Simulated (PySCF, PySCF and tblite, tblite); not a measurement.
# 2-methoxybenzonitrile (C8H7NO): a path driven as rotation about a bond, and NMR exchange

Aim: the barrier and rate of rotation about a bond in 2-methoxybenzonitrile (C8H7NO) (`COc1ccccc1C#N`), and what it does to NMR lines.

Computed with tblite 0.8.0 (tight binding) and PySCF 2.14.0 (DFT, with response routines of our own); each step states its level. Atoms count from 0 throughout.

## 1. The starting structure

17 atoms, charge 0, multiplicity 1; geometry from: force field or distance geometry start.

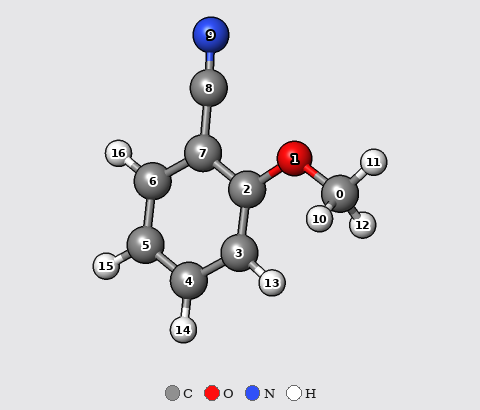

The starting geometry (carbon grey, oxygen red, nitrogen blue, hydrogen white), atoms numbered.

## 2. GFN2-xTB relaxation, start minimum

Job settings and geometry (Å):

```
{"job": {"xc": "GFN2-xTB", "basis": "xTB", "kind": "relax"}, "charge": 0, "multiplicity": 1}
C      2.603800    -0.806700     0.203500
O      1.742900     0.340000     0.115800
C      0.407200     0.116500     0.030000
C     -0.205600    -1.135300    -0.010700
C     -1.595500    -1.265600    -0.097800
C     -2.400300    -0.128400    -0.183100
C     -1.806400     1.138400    -0.156500
C     -0.407600     1.269400    -0.045200
C      0.159900     2.579600    -0.022900
N      0.567800     3.665600    -0.002400
H      2.378800    -1.394400     1.100700
H      3.623700    -0.451100     0.279100
H      2.512400    -1.415000    -0.689800
H      0.381900    -2.057800     0.051100
H     -2.054600    -2.242300    -0.124700
H     -3.478100    -0.224200    -0.248300
H     -2.437600     2.023400    -0.208700
```

Run with:

```sh
OMP_NUM_THREADS=1 python ens_run.py task.json out
```

One launch serves the whole session.

The program printed:

```text
step      E/eV     max force
  0    -751.85301    1.746
  1    -751.84269    4.421
  2    -751.89972    0.670
  3    -751.91205    0.477
  4    -751.92035    0.229
  5    -751.92730    0.173
  6    -751.92860    0.142
  7    -751.93108    0.117
  8    -751.93175    0.088
  9    -751.93216    0.056
 10    -751.93241    0.042
 11    -751.93263    0.039
 12    -751.93279    0.031
 13    -751.93294    0.033
 14    -751.93311    0.046
 15    -751.93331    0.052
 16    -751.93353    0.042
 17    -751.93375    0.040
 18    -751.93400    0.051
 19    -751.93427    0.049
 20    -751.93449    0.035
 21    -751.93463    0.025
 22    -751.93471    0.022
 23    -751.93477    0.021
 24    -751.93482    0.015
 25    -751.93485    0.013
 26    -751.93488    0.012
 27    -751.93490    0.014
 28    -751.93491    0.012
 29    -751.93492    0.007
 30    -751.93492    0.006
 31    -751.93492    0.005
 32    -751.93493    0.004
 33    -751.93493    0.002
```

Wall time 0.25 s (1 thread of AMD EPYC 7B13, shared host).

Relaxing gained 0.082 eV and moved the atoms by 0.04 Å on average (rms).

## 3. Relaxed scan, rotation

Job settings and geometry (Å):

```
{"job": {"xc": "GFN2-xTB", "basis": "xTB", "coordinate": [["t", [3, 2, 1, 0], 0.5], ["t", [7, 2, 1, 0], 0.5]], "kind": "drive"}, "charge": 0, "multiplicity": 1}
C      2.590880    -0.782450     0.203627
O      1.720735     0.321080     0.121454
C      0.389323     0.102459     0.025870
C     -0.220911    -1.147013    -0.003311
C     -1.598269    -1.249841    -0.104102
C     -2.394871    -0.119200    -0.177370
C     -1.806835     1.130527    -0.149462
C     -0.423479     1.251312    -0.048709
C      0.166528     2.534623    -0.021359
N      0.614792     3.589655    -0.001531
H      2.390276    -1.386389     1.094148
H      3.591007    -0.358669     0.273786
H      2.526330    -1.412358    -0.689170
H      0.371616    -2.046477     0.052002
H     -2.050862    -2.229981    -0.125302
H     -3.466761    -0.212087    -0.255796
H     -2.406496     2.026840    -0.204684
```

The program printed:

```text
point  coordinate     E/eV
  0    104.600     -751.91878
  1    119.300     -751.87334
  2    134.200     -751.80625
  3    149.400     -751.74965
  4    164.700     -751.71902
  5    179.900     -751.71669
  6    195.100     -751.73716
  7    210.000     -751.76692
  8    225.200     -751.81248
  9    240.200     -751.87574
 10    255.000     -751.91364
 11    269.800     -751.92572
```

Run time: 4 s. Hardware: 1 thread of AMD EPYC 7B13, shared host.

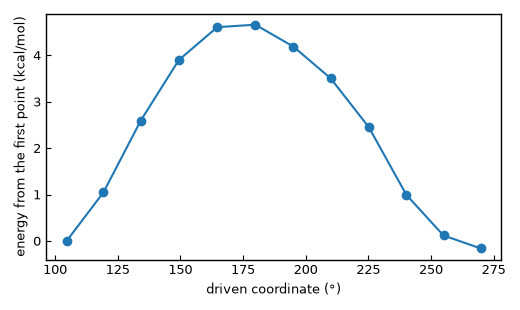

Energy along the scan.

## 4. Nudged elastic band, leg 1

The job, as its differences from that of step 3:

```diff
@@ -1,2 +1,2 @@
-{"job": {"xc": "GFN2-xTB", "basis": "xTB", "coordinate": [["t", [3, 2, 1, 0], 0.5], ["t", [7, 2, 1, 0], 0.5]], "kind": "drive"}, "charge": 0, "multiplicity": 1}
+{"job": {"xc": "GFN2-xTB", "basis": "xTB", "kind": "neb"}, "charge": 0, "multiplicity": 1}
 C      2.590880    -0.782450     0.203627
```

The program printed:

```text
image   E - E0 / eV
  0       0.0000
  1       0.0946
  2       0.1899
  3       0.2147
  4       0.1437
  5       0.0680
  6       0.0067
```

Wall time 3 s (1 thread of AMD EPYC 7B13, shared host); peak memory 0.2 GiB.

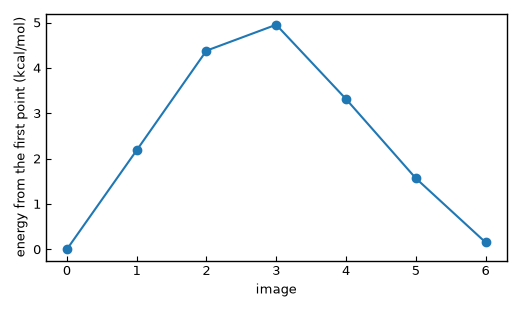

Energy along the band.

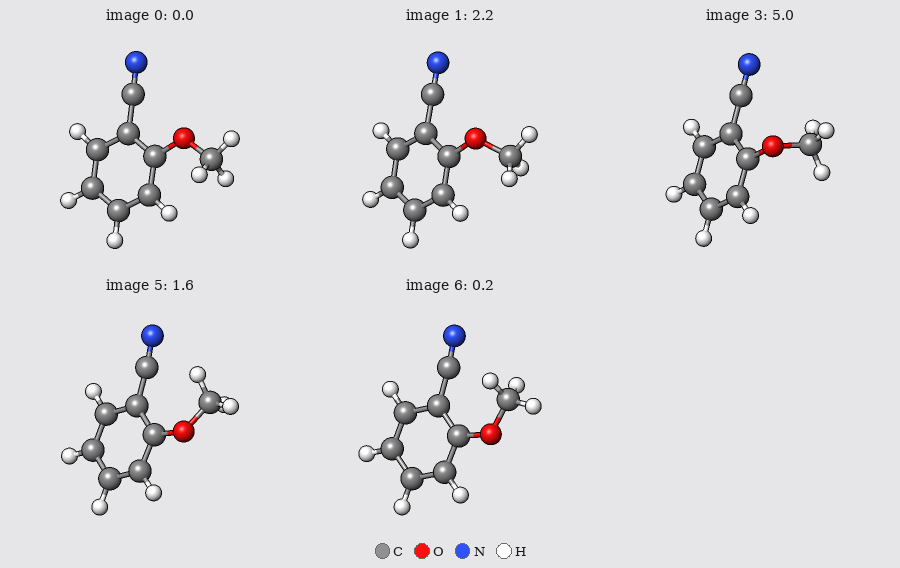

Images along the band, with energies in kcal/mol.

## 5. Saddle search, leg 1

Job settings and geometry (Å):

```
{"job": {"xc": "GFN2-xTB", "basis": "xTB", "kind": "saddle"}, "charge": 0, "multiplicity": 1}
C      2.566793    -0.368671    -0.042974
O      1.584890    -0.155447     0.951346
C      0.288322    -0.160819     0.492766
C     -0.469747    -1.322013     0.553211
C     -1.791632    -1.317958     0.142929
C     -2.375806    -0.153251    -0.330659
C     -1.637047     1.011380    -0.397816
C     -0.302094     1.016165     0.006821
C      0.449602     2.210953    -0.074782
N      1.053499     3.181268    -0.162767
H      2.516767    -1.393966    -0.427977
H      3.527005    -0.206201     0.441929
H      2.456264     0.334509    -0.874859
H     -0.010224    -2.221883     0.933362
H     -2.369539    -2.228229     0.195284
H     -3.407766    -0.153855    -0.646566
H     -2.079287     1.928018    -0.759249
```

The program printed:

```text
step      E/eV     max force
  0    -751.72024   0.0227
  1    -751.71923   0.0842
  2    -751.71988   0.0271
  3    -751.71966   0.0257
  4    -751.71912   0.0487
  5    -751.71827   0.1077
  6    -751.71901   0.0181
  7    -751.71867   0.0219
  8    -751.71863   0.0133
  9    -751.71863   0.0010
lowest wavenumbers (cm-1): -84.2 101.9 123.2 152.1 164.8 291.2
```

Run time: 3.8 s. Hardware: 1 thread of AMD EPYC 7B13, shared host; peak memory 0.2 GiB.

Point group C1; 1 imaginary mode, 84i cm⁻¹, carried by C0, O1, H12, H10. Steps downhill from it reached both ends.

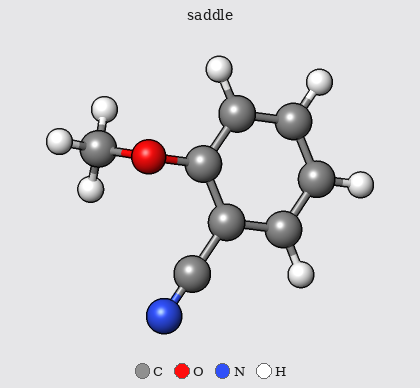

The saddle point.

## 6. Shieldings, start: revPBE/pcSseg-1

Job settings and geometry (Å):

```
{"job": {"kind": "nmr", "xc": "revPBE", "basis": "pcSseg-1", "pop": false}, "charge": 0, "multiplicity": 1}
C      2.590880    -0.782450     0.203627
O      1.720735     0.321080     0.121454
C      0.389323     0.102459     0.025870
C     -0.220911    -1.147013    -0.003311
C     -1.598269    -1.249841    -0.104102
C     -2.394871    -0.119200    -0.177370
C     -1.806835     1.130527    -0.149462
C     -0.423479     1.251312    -0.048709
C      0.166528     2.534623    -0.021359
N      0.614792     3.589655    -0.001531
H      2.390276    -1.386389     1.094148
H      3.591007    -0.358669     0.273786
H      2.526330    -1.412358    -0.689170
H      0.371616    -2.046477     0.052002
H     -2.050862    -2.229981    -0.125302
H     -3.466761    -0.212087    -0.255796
H     -2.406496     2.026840    -0.204684
```

The program printed:

```text
coarse grid: 15176 points
cycle   1  E = -438.6523911274  dE =  1.510e+00  |g| = 7.145e-01  |ddm| = 4.291e+00
cycle   2  E = -438.3016566321  dE =  3.507e-01  |g| = 1.467e+00  |ddm| = 2.450e+00
cycle   3  E = -438.7183183231  dE = -4.167e-01  |g| = 4.567e-01  |ddm| = 1.809e+00
cycle   4  E = -438.7644117917  dE = -4.609e-02  |g| = 1.222e-01  |ddm| = 4.571e-01
cycle   5  E = -438.7670653519  dE = -2.654e-03  |g| = 4.935e-02  |ddm| = 1.405e-01
cycle   6  E = -438.7675582125  dE = -4.929e-04  |g| = 1.156e-02  |ddm| = 5.591e-02
cycle   7  E = -438.7675846090  dE = -2.640e-05  |g| = 4.456e-03  |ddm| = 1.425e-02
cycle   8  E = -438.7675893147  dE = -4.706e-06  |g| = 1.799e-03  |ddm| = 6.442e-03
final grid: 149472 points
cycle   9  E = -438.8477322714  dE = -4.873e-05  |g| = 2.041e-02  |ddm| = 8.438e-02
cycle  10  E = -438.8474768760  dE =  2.554e-04  |g| = 4.197e-02  |ddm| = 5.343e-02
cycle  11  E = -438.8478080935  dE = -3.312e-04  |g| = 5.724e-03  |ddm| = 4.075e-02
cycle  12  E = -438.8478161345  dE = -8.041e-06  |g| = 1.348e-03  |ddm| = 7.944e-03
cycle  13  E = -438.8478165230  dE = -3.885e-07  |g| = 6.188e-04  |ddm| = 1.775e-03
cycle  14  E = -438.8478165974  dE = -7.439e-08  |g| = 2.715e-04  |ddm| = 6.224e-04
cycle  15  E = -438.8478166129  dE = -1.549e-08  |g| = 8.671e-05  |ddm| = 2.830e-04
cycle  16  E = -438.8478166147  dE = -1.785e-09  |g| = 2.481e-05  |ddm| = 1.061e-04
cycle  17  E = -438.8478166148  dE = -1.539e-10  |g| = 7.931e-06  |ddm| = 2.857e-05
converged SCF energy = -438.8478166148

GIAO shielding tensors (ppm)
atom      isotropic    diamagn.    paramagn.     s11        s22        s33       span
  0 C      125.990     244.725    -118.734     96.435    106.293    175.243     78.808
  1 O      200.244     395.743    -195.499     86.363    233.322    281.048    194.685
  2 C       17.672     251.060    -233.388    -51.684     -5.056    109.756    161.439
  3 C       73.275     258.706    -185.430    -12.533     54.779    177.579    190.112
  4 C       49.655     251.957    -202.301    -54.951     34.560    169.356    224.307
  5 C       61.338     252.638    -191.300    -39.331     48.662    174.681    214.012
  6 C       46.000     244.621    -198.622    -56.950     32.100    162.849    219.798
  7 C       79.735     259.927    -180.192      5.502     78.308    155.396    149.894
  8 C       64.506     256.693    -192.187    -51.012    -39.573    284.104    335.116
  9 N      -51.922     342.674    -394.595   -203.872   -173.463    221.570    425.441
 10 H       27.878      29.405      -1.526     24.540     25.345     33.750      9.210
 11 H       27.247      27.714      -0.468     22.890     26.055     32.795      9.905
 12 H       27.872      29.394      -1.522     24.528     25.343     33.747      9.219
 13 H       25.069      33.708      -8.639     21.129     24.492     29.587      8.458
 14 H       24.243      30.570      -6.327     21.144     24.416     27.168      6.023
 15 H       24.673      29.491      -4.818     21.679     25.373     26.968      5.289
 16 H       24.090      29.845      -5.755     20.930     23.398     27.941      7.011
```

It took 47 s on 1 thread of AMD EPYC 7B13, shared host; peak memory 0.74 GiB.

This run: HOMO -5.93 eV, LUMO -2.15 eV; dipole 5.37 D.

## 7. Shieldings, saddle of leg 1: revPBE/pcSseg-1

Job settings and geometry (Å):

```
{"job": {"kind": "nmr", "xc": "revPBE", "basis": "pcSseg-1", "pop": false}, "charge": 0, "multiplicity": 1}
C      2.566538    -0.430642    -0.027926
O      1.595816    -0.055144     0.927616
C      0.296944    -0.103392     0.477663
C     -0.425073    -1.288329     0.524594
C     -1.750733    -1.316208     0.128342
C     -2.372292    -0.162090    -0.323906
C     -1.667969     1.024089    -0.382971
C     -0.330401     1.061659     0.011672
C      0.396899     2.271279    -0.074312
N      0.984893     3.250072    -0.173601
H      2.389966    -1.445865    -0.400276
H      3.524205    -0.390281     0.486334
H      2.577200     0.266331    -0.873376
H      0.062242    -2.180736     0.887969
H     -2.302538    -2.243001     0.175517
H     -3.407060    -0.188408    -0.629479
H     -2.138639     1.930667    -0.733858
```

The program printed:

```text
coarse grid: 15176 points
cycle   1  E = -438.6430050220  dE =  1.488e+00  |g| = 7.319e-01  |ddm| = 4.288e+00
cycle   2  E = -438.2667576873  dE =  3.762e-01  |g| = 1.521e+00  |ddm| = 2.649e+00
cycle   3  E = -438.7111000756  dE = -4.443e-01  |g| = 4.598e-01  |ddm| = 1.993e+00
cycle   4  E = -438.7578540012  dE = -4.675e-02  |g| = 1.266e-01  |ddm| = 4.613e-01
cycle   5  E = -438.7607771204  dE = -2.923e-03  |g| = 4.430e-02  |ddm| = 1.517e-01
cycle   6  E = -438.7611739306  dE = -3.968e-04  |g| = 1.122e-02  |ddm| = 5.441e-02
cycle   7  E = -438.7611972103  dE = -2.328e-05  |g| = 5.348e-03  |ddm| = 1.407e-02
cycle   8  E = -438.7612040098  dE = -6.800e-06  |g| = 1.928e-03  |ddm| = 6.506e-03
final grid: 149472 points
cycle   9  E = -438.8417010610  dE = -1.713e-05  |g| = 2.150e-02  |ddm| = 7.513e-02
cycle  10  E = -438.8414122321  dE =  2.888e-04  |g| = 4.345e-02  |ddm| = 5.923e-02
cycle  11  E = -438.8417856092  dE = -3.734e-04  |g| = 5.450e-03  |ddm| = 4.513e-02
cycle  12  E = -438.8417938418  dE = -8.233e-06  |g| = 1.422e-03  |ddm| = 7.736e-03
cycle  13  E = -438.8417942880  dE = -4.462e-07  |g| = 4.876e-04  |ddm| = 1.701e-03
cycle  14  E = -438.8417943236  dE = -3.565e-08  |g| = 2.907e-04  |ddm| = 5.358e-04
cycle  15  E = -438.8417943419  dE = -1.831e-08  |g| = 6.320e-05  |ddm| = 2.630e-04
cycle  16  E = -438.8417943428  dE = -8.505e-10  |g| = 1.941e-05  |ddm| = 8.597e-05
converged SCF energy = -438.8417943428

GIAO shielding tensors (ppm)
atom      isotropic    diamagn.    paramagn.     s11        s22        s33       span
  0 C      116.088     244.378    -128.290     81.503     89.692    177.071     95.568
  1 O      235.980     398.417    -162.437    183.332    211.781    312.828    129.496
  2 C       12.654     250.439    -237.786    -66.306     -4.618    108.885    175.190
  3 C       56.501     252.963    -196.461    -35.142     41.383    163.264    198.406
  4 C       48.823     252.792    -203.970    -55.249     32.456    169.261    224.510
  5 C       56.801     252.581    -195.780    -45.518     40.456    175.464    220.982
  6 C       46.210     246.328    -200.118    -55.806     31.047    163.390    219.195
  7 C       72.788     259.785    -186.997     -8.890     71.525    155.729    164.619
  8 C       64.460     258.009    -193.549    -51.558    -39.282    284.220    335.778
  9 N      -50.846     342.761    -393.607   -203.279   -176.304    227.046    430.324
 10 H       27.990      29.881      -1.891     23.761     26.543     33.666      9.905
 11 H       27.285      28.200      -0.915     24.080     24.675     33.099      9.019
 12 H       27.662      30.419      -2.757     23.005     26.858     33.123     10.118
 13 H       24.384      32.268      -7.884     21.216     23.308     28.628      7.412
 14 H       24.111      30.174      -6.062     21.104     24.296     26.934      5.830
 15 H       24.410      29.523      -5.113     21.452     24.883     26.896      5.444
 16 H       23.992      30.132      -6.139     20.765     23.232     27.981      7.216
```

Wall time 46 s (1 thread of AMD EPYC 7B13, shared host); peak memory 0.76 GiB.

This run: HOMO -6.49 eV, LUMO -2.29 eV; dipole 4.62 D.

## 8. Shieldings, end: revPBE/pcSseg-1

Job settings and geometry (Å):

```
{"job": {"kind": "nmr", "xc": "revPBE", "basis": "pcSseg-1", "pop": false}, "charge": 0, "multiplicity": 1}
C      2.629240     0.026817     0.182273
O      1.575666    -0.863709     0.466815
C      0.292489    -0.512991     0.231078
C     -0.647334    -1.499729     0.549935
C     -1.995371    -1.293518     0.364837
C     -2.455157    -0.086566    -0.149598
C     -1.550325     0.898432    -0.468776
C     -0.171883     0.706718    -0.286143
C      0.639410     1.802597    -0.654298
N      1.208044     2.745538    -0.980049
H      2.668526     0.278429    -0.880986
H      3.539036    -0.502888     0.461648
H      2.550717     0.946026     0.768718
H     -0.272686    -2.430163     0.946604
H     -2.695411    -2.074129     0.620767
H     -3.510752     0.078226    -0.298148
H     -1.883610     1.845127    -0.868412
```

The program printed:

```text
coarse grid: 15176 points
cycle   1  E = -438.6448134088  dE =  1.518e+00  |g| = 7.277e-01  |ddm| = 4.288e+00
cycle   2  E = -438.2519526083  dE =  3.929e-01  |g| = 1.539e+00  |ddm| = 2.458e+00
cycle   3  E = -438.7108119708  dE = -4.589e-01  |g| = 4.629e-01  |ddm| = 1.862e+00
cycle   4  E = -438.7588976082  dE = -4.809e-02  |g| = 1.248e-01  |ddm| = 4.627e-01
cycle   5  E = -438.7617109350  dE = -2.813e-03  |g| = 5.064e-02  |ddm| = 1.476e-01
cycle   6  E = -438.7622452548  dE = -5.343e-04  |g| = 1.345e-02  |ddm| = 6.021e-02
cycle   7  E = -438.7622798667  dE = -3.461e-05  |g| = 5.599e-03  |ddm| = 1.496e-02
cycle   8  E = -438.7622870316  dE = -7.165e-06  |g| = 2.071e-03  |ddm| = 7.468e-03
final grid: 149472 points
cycle   9  E = -438.8423146707  dE = -4.522e-05  |g| = 2.082e-02  |ddm| = 8.078e-02
cycle  10  E = -438.8420300477  dE =  2.846e-04  |g| = 4.348e-02  |ddm| = 5.406e-02
cycle  11  E = -438.8423949704  dE = -3.649e-04  |g| = 5.729e-03  |ddm| = 4.003e-02
cycle  12  E = -438.8424025819  dE = -7.611e-06  |g| = 1.880e-03  |ddm| = 7.391e-03
cycle  13  E = -438.8424033408  dE = -7.590e-07  |g| = 6.730e-04  |ddm| = 2.147e-03
cycle  14  E = -438.8424034185  dE = -7.767e-08  |g| = 2.789e-04  |ddm| = 6.161e-04
cycle  15  E = -438.8424034361  dE = -1.758e-08  |g| = 9.071e-05  |ddm| = 3.197e-04
cycle  16  E = -438.8424034382  dE = -2.091e-09  |g| = 2.822e-05  |ddm| = 1.155e-04
cycle  17  E = -438.8424034384  dE = -1.901e-10  |g| = 1.018e-05  |ddm| = 3.248e-05
converged SCF energy = -438.8424034384

GIAO shielding tensors (ppm)
atom      isotropic    diamagn.    paramagn.     s11        s22        s33       span
  0 C      122.626     244.809    -122.183     97.111    102.527    168.240     71.129
  1 O      192.001     395.334    -203.333     71.683    241.025    263.296    191.613
  2 C       19.488     249.567    -230.079    -48.207     -3.323    109.995    158.202
  3 C       60.770     252.846    -192.076    -24.732     48.886    158.155    182.888
  4 C       49.174     251.719    -202.545    -55.314     33.854    168.980    224.294
  5 C       61.248     252.376    -191.128    -38.766     47.833    174.677    213.444
  6 C       43.590     246.857    -203.267    -61.188     33.640    158.319    219.507
  7 C       87.979     260.812    -172.833     18.225     80.205    165.508    147.283
  8 C       60.068     258.652    -198.585    -61.264    -39.835    281.301    342.565
  9 N      -49.053     343.091    -392.144   -203.549   -160.575    216.964    420.513
 10 H       26.921      29.797      -2.876     22.555     26.607     31.601      9.045
 11 H       27.474      27.657      -0.183     23.494     26.422     32.507      9.012
 12 H       26.861      29.795      -2.933     22.417     26.656     31.510      9.093
 13 H       24.744      31.535      -6.792     21.417     24.250     28.564      7.147
 14 H       24.270      29.885      -5.615     21.420     24.522     26.869      5.449
 15 H       24.717      29.651      -4.934     21.848     25.269     27.035      5.188
 16 H       24.077      30.740      -6.663     21.060     22.971     28.200      7.140
```

Run time: 49 s. Hardware: 1 thread of AMD EPYC 7B13, shared host; peak memory 0.76 GiB.

In short: HOMO -5.88 eV, LUMO -2.12 eV; dipole 3.00 D.

[end of part 1 of 2]
